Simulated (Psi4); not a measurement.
# One shape, several levels: AlF2 (SMILES [F][Al][F])

We compute a comparison of 4 runs (UB3LYP/6-31G*, UPBE0/def2-SVP, UM11-L/cc-pwCVDZ) of AlF2. 

Program for the calculation: Psi4 1.11.

3 further runs of the same task are left out: 3 set aside as unsound or not needed.

**1. The structure to begin with**

AlF2: 3 atoms, total charge 0, spin state doublet. SMILES: `[F][Al][F]`. The shape is that of a PBE0-D4/def2-TZVP optimisation.

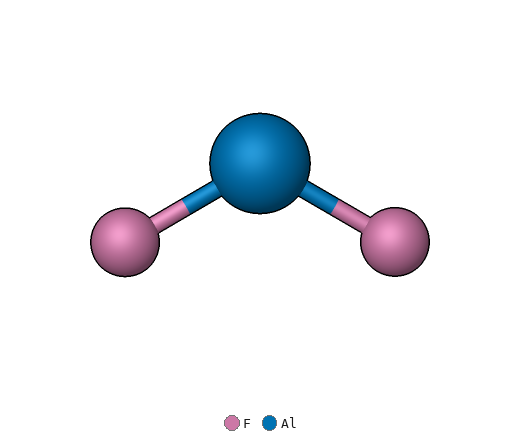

Viewed from a chosen angle; fluorine pink, aluminium blue.

**2. Energy and forces at UB3LYP/6-31G(d) (spherical functions) (run 1)**

File job.py:

```python
import psi4

psi4.set_memory('1600 MB')
psi4.set_num_threads(1)
psi4.core.set_output_file('run.log', False)

m = psi4.geometry("""
0 2
F      0.533000    -1.361200     0.136400
Al     0.388700     0.275400     0.245200
F     -0.932500     1.021000    -0.394800
symmetry c1
""")

options = {'basis': '6-31G*', 'reference': 'uks', 'puream': True, 'e_convergence': 1e-09, 'd_convergence': 1e-08, 'scf_type': 'pk', 'dft_radial_points': 99, 'dft_spherical_points': 590, 'maxiter': 200}
psi4.set_options(options)

result, w = psi4.gradient('b3lyp', molecule=m, return_wfn=True)
psi4.oeprop(w, 'QUADRUPOLE', 'WIBERG_LOWDIN_INDICES', 'LOWDIN_CHARGES')
print('gradient / Eh bohr^-1')
print(result.np.round(6))
print(f'energy = {w.energy():.10f} Eh')
for k, v in sorted(psi4.core.scalar_variables().items()):
    print(f'{k:45s} {v:18.10f}')
```

Started as:

```bash
$ python job.py
```

run.log:

```text
[...]
  Running in c1 symmetry.
[...]
  Nuclear repulsion =   90.260752901983039
[...]
  Multiplicity = 2
[...]
  Nalpha       = 16
  Nbeta        = 15
[...]
    Number of basis functions: 46
[...]
   @UKS iter   1:  -442.06472736313680   -5.34524e-01   1.40835e-02 ADIIS/DIIS
[...]
   @UKS iter  11:  -442.20838948584355   -1.25056e-12   4.16765e-09 DIIS
[...]
   @S^2 Observed:                7.508884023E-01
[...]
  @UKS Final Energy:  -442.20838948584355
   => Energetics <=
    Nuclear Repulsion Energy =             90.2607529019830395
    One-Electron Energy =                -796.6027032446477278
    Two-Electron Energy =                 296.2001570591472728
    DFT Exchange-Correlation Energy =     -32.0665962023261741
    Empirical Dispersion Energy =           0.0000000000000000
    VV10 Nonlocal Energy =                  0.0000000000000000
    Total Energy =                       -442.2083894858435542
[...]
  -Total Gradient:
     Atom            X                  Y                   Z
    ------   -----------------  -----------------  -----------------
       1       -0.000268584324     0.006677747106    -0.000000000000
       2       -0.005652761195    -0.003630698941     0.000000000000
       3        0.005970444469    -0.003015460800    -0.000000000000
[...]
 Multipole Moments:
 ------------------------------------------------------------------------------------
     Multipole            Electronic (a.u.)      Nuclear  (a.u.)        Total (a.u.)
 ------------------------------------------------------------------------------------
 L = 1.  Multiply by 2.5417464519 to convert [e a0] to [Debye]
 Dipole X            :          0.3968318            0.1678201            0.5646520
 Dipole Y            :          0.2552964            0.1079606            0.3632570
 Dipole Z            :         -0.0000000           -0.0000000           -0.0000000
 Magnitude           :                                                    0.6714071
 L = 2.  Multiply by 1.3450342976 to convert [e a0^2] to [Debye ang]
 Quadrupole XX       :        -67.8127569           51.1816153          -16.6311416
 Quadrupole XY       :         52.8912406          -50.8592728            2.0319679
[...]
```

Standard output:

```text
gradient / Eh bohr^-1
[[-0.000269  0.006678 -0.      ]
 [-0.005653 -0.003631  0.      ]
 [ 0.00597  -0.003015 -0.      ]]
energy = -442.2083894858 Eh
CURRENT ENERGY                                   -442.2083894858
CURRENT REFERENCE ENERGY                         -442.2083894858
DD SOLVATION ENERGY                                 0.0000000000
DFT FUNCTIONAL TOTAL ENERGY                      -442.2083894858
DFT TOTAL ENERGY                                 -442.2083894858
DFT VV10 ENERGY                                     0.0000000000
DFT XC ENERGY                                     -32.0665962023
GRID ELECTRONS ALPHA                               16.0000034069
GRID ELECTRONS BETA                                15.0000034310
GRID ELECTRONS TOTAL                               31.0000068379
NUCLEAR REPULSION ENERGY                           90.2607529020
ONE-ELECTRON ENERGY                              -796.6027032446
PCM POLARIZATION ENERGY                             0.0000000000
PE ENERGY                                           0.0000000000
SCF ITERATION ENERGY                             -442.2083894858
SCF ITERATIONS                                     11.0000000000
SCF TOTAL ENERGY                                 -442.2083894858
TWO-ELECTRON ENERGY                               296.2001570591
XC GRID RADIAL POINTS                              99.0000000000
XC GRID SPHERICAL POINTS                          590.0000000000
XC GRID TOTAL POINTS                           168949.0000000000
```

Run time: 8.1 s. Hardware: 1 thread of Intel Xeon Platinum 8488C (Sapphire Rapids), shared host; peak memory 0.41 GiB.

**3. The energy at UPBE0/def2-SVP (run 2)**

File job.py:

```python
import psi4

psi4.set_memory('1600 MB')
psi4.set_num_threads(1)
psi4.set_output_file('psi4.out', False)

m = psi4.geometry("""
0 2
F      1.00722402    -2.57229520     0.25775864
Al     0.73453654     0.52043057     0.46336085
F     -1.76216961     1.92941037    -0.74606387
units au
symmetry c1
""")

options = {'basis': 'def2-SVP', 'reference': 'uks', 'puream': True, 'e_convergence': 1e-09, 'd_convergence': 1e-08, 'scf_type': 'pk', 'dft_radial_points': 99, 'dft_spherical_points': 590, 'maxiter': 200}
psi4.set_options(options)

energy_value, wavefunction = psi4.energy('pbe0', return_wfn=True)
psi4.oeprop(wavefunction, 'QUADRUPOLE', 'LOWDIN_CHARGES', 'WIBERG_LOWDIN_INDICES')
print(f'pbe0 energy: {energy_value:.10f} Eh')
for k, v in sorted(psi4.core.scalar_variables().items()):
    print(f'{k:45s} {v:18.10f}')
```

Started as:

```bash
$ python job.py
```

psi4.out:

```text
[...]
  Running in c1 symmetry.
[...]
  Nuclear repulsion =   90.260753071325638
[...]
  Multiplicity = 2
[...]
  Nalpha       = 16
  Nbeta        = 15
[...]
    Number of basis functions: 46
[...]
   @UKS iter   1:  -441.53716292193548   -5.48501e-01   1.34750e-02 DIIS/ADIIS
[...]
   @UKS iter  11:  -441.67172730462499   -1.13687e-12   5.18133e-09 DIIS
[...]
   @S^2 Observed:                7.510524354E-01
[...]
    Orbital Energies [Eh]
    ---------------------
    Alpha Occupied:
       1A    -56.202616     2A    -24.741466     3A    -24.741425
       4A     -4.236666     5A     -2.770665     6A     -2.768461
       7A     -2.766398     8A     -1.163152     9A     -1.155189
      10A     -0.497718    11A     -0.462567    12A     -0.437199
      13A     -0.434214    14A     -0.418259    15A     -0.413051
      16A     -0.253520
    Alpha Virtual:
      17A     -0.044922    18A      0.044373    19A      0.052302
      20A      0.133136    21A      0.295373    22A      0.340473
      23A      0.372285    24A      0.426215    25A      0.453071
[...]
  @UKS Final Energy:  -441.67172730462499
   => Energetics <=
    Nuclear Repulsion Energy =             90.2607530713256381
    One-Electron Energy =                -796.0989228738241081
    Two-Electron Energy =                 293.9606437366955447
    DFT Exchange-Correlation Energy =     -29.7942012388221222
    Empirical Dispersion Energy =           0.0000000000000000
    VV10 Nonlocal Energy =                  0.0000000000000000
    Total Energy =                       -441.6717273046249943
[...]
 Multipole Moments:
 ------------------------------------------------------------------------------------
     Multipole            Electronic (a.u.)      Nuclear  (a.u.)        Total (a.u.)
 ------------------------------------------------------------------------------------
 L = 1.  Multiply by 2.5417464519 to convert [e a0] to [Debye]
 Dipole X            :          0.4286003            0.1678201            0.5964204
 Dipole Y            :          0.2757337            0.1079606            0.3836943
 Dipole Z            :          0.0000000           -0.0000000            0.0000000
 Magnitude           :                                                    0.7091817
 L = 2.  Multiply by 1.3450342976 to convert [e a0^2] to [Debye ang]
 Quadrupole XX       :        -68.0957261           51.1816150          -16.9141111
 Quadrupole XY       :         53.0128477          -50.8592725            2.1535752
[...]
```

Standard output:

```text
pbe0 energy: -441.6717273046 Eh
CURRENT ENERGY                                   -441.6717273046
CURRENT REFERENCE ENERGY                         -441.6717273046
DD SOLVATION ENERGY                                 0.0000000000
DFT FUNCTIONAL TOTAL ENERGY                      -441.6717273046
DFT TOTAL ENERGY                                 -441.6717273046
DFT VV10 ENERGY                                     0.0000000000
DFT XC ENERGY                                     -29.7942012388
GRID ELECTRONS ALPHA                               16.0000040357
GRID ELECTRONS BETA                                15.0000040828
GRID ELECTRONS TOTAL                               31.0000081185
NUCLEAR REPULSION ENERGY                           90.2607530713
ONE-ELECTRON ENERGY                              -796.0989228738
PCM POLARIZATION ENERGY                             0.0000000000
PE ENERGY                                           0.0000000000
SCF ITERATION ENERGY                             -441.6717273046
SCF ITERATIONS                                     11.0000000000
SCF TOTAL ENERGY                                 -441.6717273046
TWO-ELECTRON ENERGY                               293.9606437367
XC GRID RADIAL POINTS                              99.0000000000
XC GRID SPHERICAL POINTS                          590.0000000000
XC GRID TOTAL POINTS                           168743.0000000000
```

It took 5.7 s on 1 thread of Intel Xeon Platinum 8488C (Sapphire Rapids), shared host; peak memory 0.39 GiB.

Run 3 isn't shown in full; the table further down has it.

**4. A single-point energy at UM11-L/cc-pwCVDZ (ZORA, Cholesky decomposition) (run 4)**

File alf2.inp:

```
memory 1600 MB

molecule {
  0 2
  F      0.533000    -1.361200     0.136400
  Al     0.388700     0.275400     0.245200
  F     -0.932500     1.021000    -0.394800
  symmetry c1
}

set {
  reference uks
  scf_type cd
  relativistic zora
}

energy('m11-l/cc-pwCVDZ')
print_variables()
```

Started as:

```bash
$ psi4 -n 1 alf2.inp alf2.out
```

alf2.out:

```text
[...]
  Running in c1 symmetry.
[...]
  Nuclear repulsion =   90.260752901983039
[...]
  Multiplicity = 2
[...]
  Nalpha       = 16
  Nbeta        = 15
[...]
    Number of basis functions: 63
[...]
   @UKS iter   1:  -442.90327973096328   -5.32307e-01   1.05625e-02 DIIS/ADIIS
[...]
   @UKS iter   8:  -443.05689808224332   -9.10762e-09   3.97781e-07 DIIS
[...]
   @S^2 Observed:                7.511750375E-01
[...]
    Orbital Energies [Eh]
    ---------------------
    Alpha Occupied:
       1A    -56.739143     2A    -24.997439     3A    -24.997434
       4A     -4.501386     5A     -2.749463     6A     -2.746067
       7A     -2.744580     8A     -1.249457     9A     -1.244348
      10A     -0.469479    11A     -0.436136    12A     -0.404568
      13A     -0.403483    14A     -0.392602    15A     -0.386112
      16A     -0.225832
    Alpha Virtual:
      17A     -0.088815    18A     -0.024807    19A     -0.007812
      20A      0.091542    21A      0.134021    22A      0.156133
      23A      0.196738    24A      0.199373    25A      0.246092
[...]
  @UKS Final Energy:  -443.05689808224332
   => Energetics <=
    Nuclear Repulsion Energy =             90.2607529019830395
    One-Electron Energy =                -797.4831291545298200
    Two-Electron Energy =                 303.9816263191489725
    DFT Exchange-Correlation Energy =     -39.8161481488454569
    Empirical Dispersion Energy =           0.0000000000000000
    VV10 Nonlocal Energy =                  0.0000000000000000
    Total Energy =                       -443.0568980822433218
[...]
 Multipole Moments:
 ------------------------------------------------------------------------------------
     Multipole            Electronic (a.u.)      Nuclear  (a.u.)        Total (a.u.)
 ------------------------------------------------------------------------------------
 L = 1.  Multiply by 2.5417464519 to convert [e a0] to [Debye]
 Dipole X            :          0.4498530            0.1678201            0.6176732
 Dipole Y            :          0.2894010            0.1079606            0.3973616
 Dipole Z            :         -0.0000000           -0.0000000           -0.0000000
 Magnitude           :                                                    0.7344497
[...]
```

Run time: 9 s. Hardware: 1 thread of Intel Xeon Platinum 8488C (Sapphire Rapids), shared host; peak memory 0.62 GiB.

**5. All runs side by side**

```
run                                            level      task  integrals  energy (Eh)  dipole moment (D)  HOMO energy (eV)  LUMO energy (eV)  wall time
  1              UB3LYP/6-31G* (spherical functions)  gradient         pk  -442.208389               1.71             -6.55             -3.58      8.1 s
  2                                   UPBE0/def2-SVP    energy         pk  -441.671727               1.80             -6.90             -3.27      5.7 s
  3        UM11-L/cc-pwCVDZ (Cholesky decomposition)    energy         cd  -442.124000               1.86             -6.14             -4.20      6.3 s
  4  UM11-L/cc-pwCVDZ (ZORA, Cholesky decomposition)    energy         cd  -443.056898               1.87             -6.15             -4.21        9 s
```

**6. Outcome**

| quantity | value |
| --- | --- |
| run 4: total energy | -443.05690 Eh |
| run 4: dipole moment | 1.87 D |
| run 4: HOMO energy (highest over α and β) | -6.15 eV |
| run 4: LUMO energy (lowest over α and β) | -4.21 eV |
| run 4: ⟨S²⟩ | 0.751 |

In words: The dipole moment (its size) runs from 1.71 D (UB3LYP/6-31G*) to 1.87 D (UM11-L/cc-pwCVDZ). The two ends differ in method and basis and Hamiltonian. Totals of different functionals can't be ranked against each other. Some runs of one species differ in core potentials or relativity; totals across that change don't compare. All runs together took 29 s, the longest 9 s.
